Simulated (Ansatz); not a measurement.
## C₂H₈BNO: geometry relaxation (part 1 of 2)

System: C₂H₈BNO.
Method: RKS PBE/def2-SVP (Ansatz 0.2.0).

It belongs to a series of runs on one base structure; here: end point B relaxed. Figures and captions count atoms from 1; the log counts them from 0 in places.

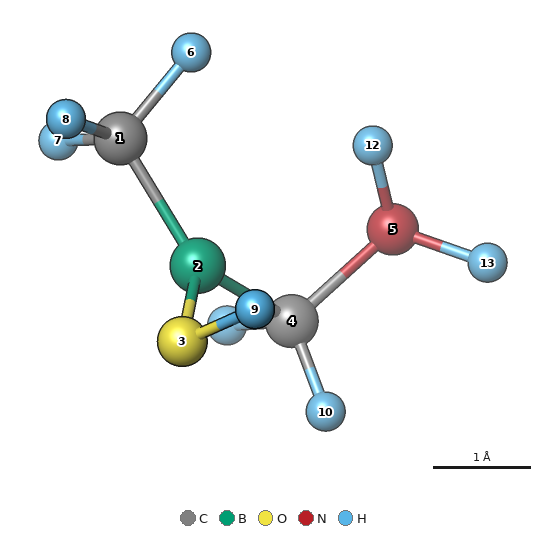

Figure 1. The starting structure (ball-and-stick view, seen at a tilt; atoms are numbered from 1 in the order of the input). Bond lengths as drawn: B–C 1.55 to 1.62 Å, B–O 1.43 Å, C–H 1.04 to 1.17 Å, C–N 1.44 Å, H–N 1.03 to 1.10 Å and H–O 1.06 Å.

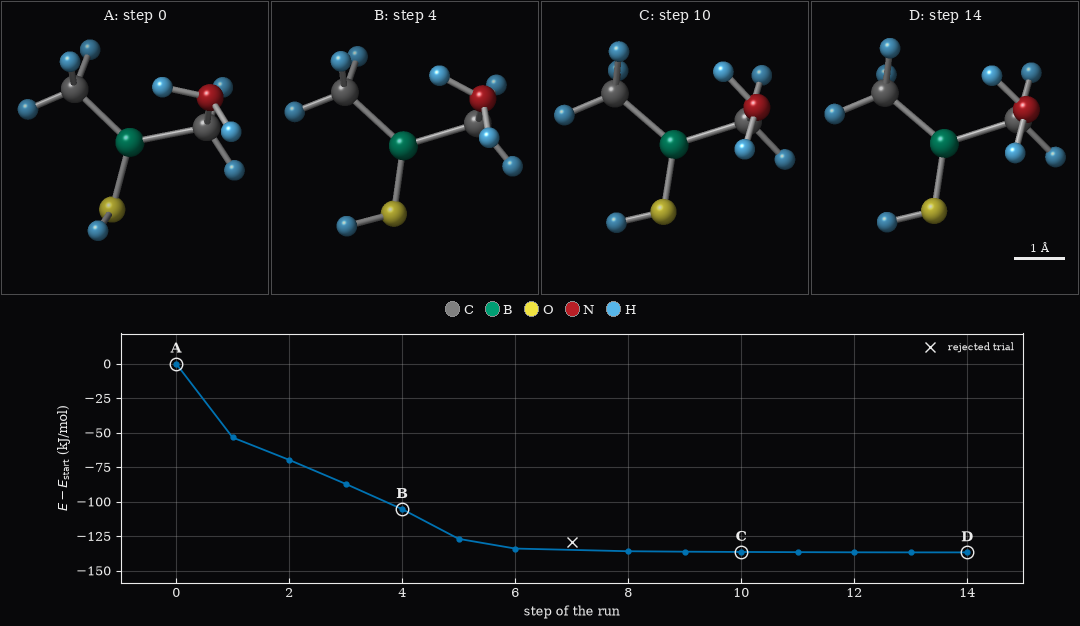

Figure 2. Frames of the relaxation (ball-and-stick view, seen at a tilt) above the curves, on which the letters mark them (the first geometry is step 0 here and step 1 in the log).

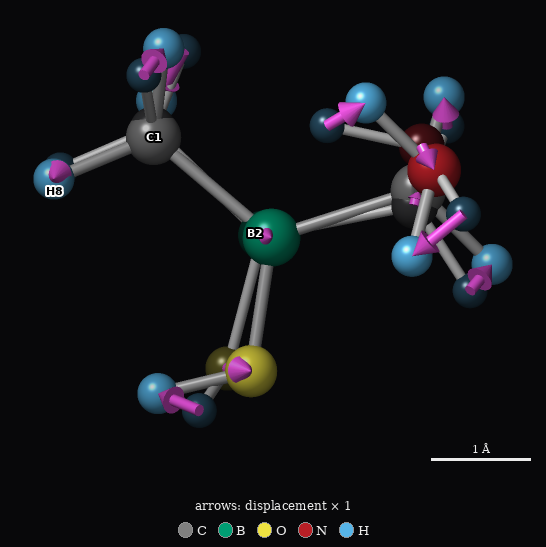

Figure 3. Start (faint) and end (solid) with the displacements as pink arrows, at true length (ball-and-stick view, seen at a tilt). The two geometries are laid on each other by the best rigid fit. H13 moves most after the best rigid fit: 0.69 Å. Largest moves by element: H 0.69 Å, O 0.55 Å, N 0.31 Å, C 0.16 Å, B 0.15 Å. Among the contacts that change: O3–H9 1.056 → 0.975 Å, N5–H13 1.104 → 1.029 Å, C4–H10 1.039 → 1.111 Å, C1–H6 1.170 → 1.110 Å. Among the angles that change: B2–C4–H11 104.3° → 114.1°, B2–O3–H9 105.2° → 112.0°, N5–C4–H10 113.5° → 108.0°. The energy falls by 136.8 kJ/mol in 14 geometry steps. The largest force component goes from 3.9 to 0.0083 eV/Å. The line search rejected the trial step at point 7 (counted from 0) and went back. (Atoms are counted from 1 in the order of the input.)

The input and output of the run follow.

## Input file
```yaml
crystal:
  periodic: [false, false, false]
  atoms:
    - { symbol: C, position_ang: [-1.1736, -0.6921, 0.9648] }
    - { symbol: B, position_ang: [0.2098, -0.6956, 0.2695] }
    - { symbol: O, position_ang: [1.1993, -1.6044, 0.7704] }
    - { symbol: C, position_ang: [0.6052, 0.2225, -1.0078] }
    - { symbol: "N", position_ang: [0.4603, 1.6186, -0.67] }
    - { symbol: H, position_ang: [-1.4194, 0.3887, 1.3408] }
    - { symbol: H, position_ang: [-1.9703, -0.9107, 0.2087] }
    - { symbol: H, position_ang: [-1.2236, -1.3535, 1.7868] }
    - { symbol: H, position_ang: [1.7306, -1.059, 1.5015] }
    - { symbol: H, position_ang: [1.5577, -0.0263, -1.3388] }
    - { symbol: H, position_ang: [-0.2024, -0.0217, -1.7946] }
    - { symbol: H, position_ang: [0.01051, 1.68252, 0.25864] }
    - { symbol: H, position_ang: [1.43497, 2.12903, -0.57464] }
basis:
  gaussian: { orbitals: def2-SVP }
hamiltonian:
  xc: pbe
relax:
  f_tol: 0.015
  max_steps: 40
```

Launch command:
```bash
ansatz run input.yaml --threads 2 --pin off --max-ram 3072MiB --backend cpu --events-out ev --progress --plain --runs-dir out
```

## What the program printed
```
The last accepted step is kept in [file] (removed where the run ends without a failure and the disk answers)
Engine: ansatz 0.2.0, aarch64-unknown-linux-gnu
Functional definition: PBE
  parameter kappa = 0.804
  parameter beta = 0.06672455060314922
  exchange = pbe_x(kappa = kappa, mu = beta*pi^2/3)
  correlation = pbe_c(beta = beta)
1249 factors; their error is unknown
mean field evaluation 1: about -6388.7853 eV, gradient 8.5e1 eV
mean field evaluation 2: about -6346.2334 eV, gradient 1.5e2 eV
mean field evaluation 4: about -6404.7718 eV, gradient 7.9e0 eV
mean field evaluation 8: about -6404.9243 eV, gradient 1.3e-1 eV
mean field evaluation 16: about -6404.8721 eV, gradient 6.0e-4 eV
mean field -6404.87210499 eV, -235.3747084803 hartree, gradient 5.6e-5 eV, S^2 0.000000; 0 other end points of the search recorded, 0 dependent functions left out
the calculation of the forces begins
reference -6404.87213999 eV, -235.3747097662 hartree; 20, 20 occupied and 90, 90 virtual orbitals, 1249 factors
relax step   1: F+E_penalty+E_count = -6404.87210499 eV  Δ(F+E_penalty+E_count) = +0.000e0 eV  max|allowed force component| = 3.874e0 eV/Å  Δτ_max = 0.0000 Å  (29 SCF iters, accepted)
these checks for a lower state are left out or cut short: starts, cluster_reference, orbital_swaps, neighbouring_geometries, increment
1249 factors; their error is unknown
mean field -6405.42657681 eV, -235.3950849435 hartree, gradient 6.5e-6 eV, S^2 0.000000; 0 other end points of the search recorded, 0 dependent functions left out
[... from here on the field's lines of each further geometry are left out, up to the last ...]
relax step   2: F+E_penalty+E_count = -6405.42657681 eV  Δ(F+E_penalty+E_count) = -5.545e-1 eV  max|allowed force component| = 1.349e0 eV/Å  Δτ_max = 0.1273 Å  (30 SCF iters, accepted)
relax step   3: F+E_penalty+E_count = -6405.59466551 eV  Δ(F+E_penalty+E_count) = -1.681e-1 eV  max|allowed force component| = 9.035e-1 eV/Å  Δτ_max = 0.1284 Å  (28 SCF iters, accepted)
relax step   4: F+E_penalty+E_count = -6405.77502117 eV  Δ(F+E_penalty+E_count) = -1.804e-1 eV  max|allowed force component| = 1.976e0 eV/Å  Δτ_max = 0.1988 Å  (35 SCF iters, accepted)
relax step   5: F+E_penalty+E_count = -6405.96488768 eV  Δ(F+E_penalty+E_count) = -1.899e-1 eV  max|allowed force component| = 2.860e0 eV/Å  Δτ_max = 0.1955 Å  (36 SCF iters, accepted)
relax step   6: F+E_penalty+E_count = -6406.18806975 eV  Δ(F+E_penalty+E_count) = -2.232e-1 eV  max|allowed force component| = 1.210e0 eV/Å  Δτ_max = 0.2000 Å  (36 SCF iters, accepted)
relax step   7: F+E_penalty+E_count = -6406.26092696 eV  Δ(F+E_penalty+E_count) = -7.286e-2 eV  max|allowed force component| = 4.244e-1 eV/Å  Δτ_max = 0.2000 Å  (29 SCF iters, accepted)
relax step   8: F+E_penalty+E_count = -6406.21477875 eV  Δ(F+E_penalty+E_count) = +4.615e-2 eV  max|allowed force component| = 6.788e-1 eV/Å  Δτ_max = 0.2000 Å  (29 SCF iters, rejected (line search))
relax step   9: F+E_penalty+E_count = -6406.28102041 eV  Δ(F+E_penalty+E_count) = -2.009e-2 eV  max|allowed force component| = 2.189e-1 eV/Å  Δτ_max = 0.0967 Å  (29 SCF iters, accepted)
relax step  10: F+E_penalty+E_count = -6406.28437451 eV  Δ(F+E_penalty+E_count) = -3.354e-3 eV  max|allowed force component| = 6.052e-2 eV/Å  Δτ_max = 0.0635 Å  (30 SCF iters, accepted)
relax step  11: F+E_penalty+E_count = -6406.28652214 eV  Δ(F+E_penalty+E_count) = -2.148e-3 eV  max|allowed force component| = 1.017e-1 eV/Å  Δτ_max = 0.0787 Å  (30 SCF iters, accepted)
relax step  12: F+E_penalty+E_count = -6406.28792400 eV  Δ(F+E_penalty+E_count) = -1.402e-3 eV  max|allowed force component| = 1.247e-1 eV/Å  Δτ_max = 0.0644 Å  (30 SCF iters, accepted)
relax step  13: F+E_penalty+E_count = -6406.28906221 eV  Δ(F+E_penalty+E_count) = -1.138e-3 eV  max|allowed force component| = 8.064e-2 eV/Å  Δτ_max = 0.0334 Å  (30 SCF iters, accepted)
relax step  14: F+E_penalty+E_count = -6406.28962118 eV  Δ(F+E_penalty+E_count) = -5.590e-4 eV  max|allowed force component| = 2.010e-2 eV/Å  Δτ_max = 0.0170 Å  (31 SCF iters, accepted)
the calculation of the forces begins
reference -6406.28973317 eV, -235.4268053550 hartree; 20, 20 occupied and 90, 90 virtual orbitals, 1249 factors
relax step  15: F+E_penalty+E_count = -6406.28969854 eV  Δ(F+E_penalty+E_count) = -7.736e-5 eV  max|allowed force component| = 8.341e-3 eV/Å  Δτ_max = 0.0094 Å  (32 SCF iters, accepted)
1249 factors; their error is unknown
mean field evaluation 128: about -6406.3379 eV, gradient 6.2e-1 eV
mean field -6406.28969854 eV, -235.4268040821 hartree, gradient 3.0e-5 eV, S^2 0.000000; 1 other end points of the search recorded, 0 dependent functions left out
the calculation of the forces begins
reference -6406.28973317 eV, -235.4268053550 hartree; 20, 20 occupied and 90, 90 virtual orbitals, 1249 factors
Total energy: -6406.28973317 eV, -235.4268053550 hartree
Atom 0 at    -1.101949    -0.716378     0.983125 Å, force    -0.001036     0.003539     0.002295 eV/Å
Atom 1 at     0.296008    -0.575945     0.245569 Å, force    -0.002513    -0.002327     0.000174 eV/Å
Atom 2 at     1.450270    -1.106673     0.773405 Å, force    -0.001188     0.001426     0.006806 eV/Å
Atom 3 at     0.477237     0.272115    -1.083826 Å, force    -0.000592     0.004783    -0.000433 eV/Å
Atom 4 at     0.755881     1.680213    -0.675582 Å, force    -0.000504    -0.007585    -0.001853 eV/Å
Atom 5 at    -1.694294     0.221917     0.941112 Å, force     0.000554    -0.001741    -0.000801 eV/Å
Atom 6 at    -1.712013    -1.474577     0.441570 Å, force     0.002089    -0.000549     0.001338 eV/Å
Atom 7 at    -1.045490    -1.038937     2.044740 Å, force    -0.000290     0.000603    -0.001659 eV/Å
Atom 8 at     1.301937    -1.505453     1.650645 Å, force     0.000361    -0.000338    -0.008341 eV/Å
Atom 9 at     1.328701    -0.080491    -1.703615 Å, force     0.001451     0.001223    -0.001379 eV/Å
Atom 10 at    -0.415516     0.274909    -1.745013 Å, force     0.001514    -0.000710     0.003046 eV/Å
Atom 11 at    -0.011607     2.030054    -0.084479 Å, force    -0.004364     0.001893    -0.000556 eV/Å
Atom 12 at     1.589917     1.697297    -0.072352 Å, force     0.004516    -0.000217     0.001363 eV/Å
Dipole moment:    -0.166383    -0.171910     0.446911 e Å
```

## Trajectory as extended XYZ (Å, eV, eV/Å), 15 frames, from step=1 to step=15
```
13
Properties=species:S:1:pos:R:3:forces:R:3 step=1 energy=-6404.87211
C    -1.1736   -0.6921    0.9648   -0.8815   2.7912  -1.0187
B     0.2098   -0.6956    0.2695    1.7748  -0.7594  -0.4248
O     1.1993   -1.6044    0.7704    1.0132   2.3088   1.8574
C     0.6052    0.2225   -1.0078   -3.8740  -1.0433   0.8169
N     0.4603    1.6186   -0.6700    2.0135   2.5090   0.8020
H    -1.4194    0.3887    1.3408    0.1820  -1.3703  -0.4577
H    -1.9703   -0.9107    0.2087    0.0842   0.0152   0.2760
H    -1.2236   -1.3535    1.7868   -0.2164  -1.1732   1.4081
H     1.7306   -1.0590    1.5015   -1.3617  -1.7530  -2.0019
H     1.5577   -0.0263   -1.3388    2.3156  -0.6555  -1.1315
H    -0.2024   -0.0217   -1.7946    0.9970  -0.0124   0.1616
H     0.0105    1.6825    0.2586    0.1588   0.3937  -0.2138
H     1.4350    2.1290   -0.5746   -2.2055  -1.2508  -0.0735
13
Properties=species:S:1:pos:R:3:forces:R:3 step=2 energy=-6405.42658
C    -1.1648   -0.6723    0.9661   -0.3270   0.8730  -0.0988
B     0.2417   -0.7165    0.2727    0.7237  -0.3112  -0.1211
O     1.2410   -1.5985    0.7691    0.1207   1.3485   0.5526
C     0.5632    0.2177   -0.9960   -1.1377  -0.6724   0.1196
N     0.4632    1.6517   -0.6701    0.8701   0.8198   0.4570
H    -1.4199    0.3740    1.3100    0.1129  -0.4582  -0.1294
H    -1.9655   -0.9031    0.2265    0.0435  -0.0845   0.0657
H    -1.2412   -1.3414    1.8258   -0.1369  -0.3183   0.3743
H     1.7428   -1.1175    1.4874   -0.4793  -0.8151  -0.7160
H     1.5539   -0.0423   -1.3599    0.6734  -0.0218  -0.3979
H    -0.1664   -0.0308   -1.8299    0.3646   0.1044   0.2510
H    -0.0458    1.7897    0.2195    0.0587   0.0084  -0.2536
H     1.4168    2.0675   -0.5059   -0.8867  -0.4727  -0.1033
13
Properties=species:S:1:pos:R:3:forces:R:3 step=3 energy=-6405.59467
C    -1.1505   -0.6592    0.9839    0.0423   0.1171   0.1557
B     0.2683   -0.6871    0.2759    0.1189  -0.4023  -0.1696
O     1.2730   -1.5533    0.7328    0.2770   0.9035   0.1173
C     0.5511    0.2157   -1.0121   -0.0101  -0.3033  -0.1392
N     0.4865    1.6642   -0.6819   -0.1170   0.0449   0.1342
H    -1.4296    0.3645    1.3050   -0.0854   0.1226   0.0631
H    -1.9396   -0.9375    0.2497    0.0658  -0.0548  -0.0154
H    -1.2375   -1.3296    1.8633    0.0226   0.0246  -0.0429
H     1.6800   -1.2065    1.5553   -0.3081  -0.5524  -0.0680
H     1.5544   -0.0214   -1.4321   -0.0804   0.0658   0.0522
H    -0.1644   -0.0132   -1.8381   -0.0841   0.0576  -0.0057
H    -0.0908    1.8273    0.1580    0.0098  -0.0255  -0.1873
H     1.4181    2.0141   -0.4445    0.1489   0.0020   0.1055
```
